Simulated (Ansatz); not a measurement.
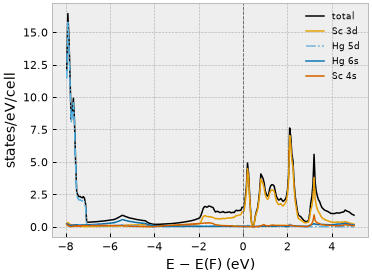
Figure: Total and projected density of states of ScHg (CsCl type, space group No. 221), r²SCAN in the plane-wave PAW code Ansatz

Problem. Which orbitals carry the states next to the Fermi level?

Solution. Within 0.5 eV of the Fermi level: Sc 3d 81 %, outside the projected shells 14 %. Projections are on Löwdin-orthogonalised atomic valence shells; empty p or d shells of many metals are not among them.

Space group Pm-3m (CsCl type). The first step of the workflow began from a Materials Project structure, measured or hypothetical; the Crystallography Open Database files this formula in space group No. 221, but the cells were not matched. Its standing as an ambient phase is unchecked. The cell was relaxed with r²SCAN under the symmetry of its start; whether a distortion lowers the energy is not shown. No spin polarisation was allowed. Scalar-relativistic: spin–orbit coupling is off unless named, which matters more the heavier the elements.

Potentials: the later of the program's two PAW sets.
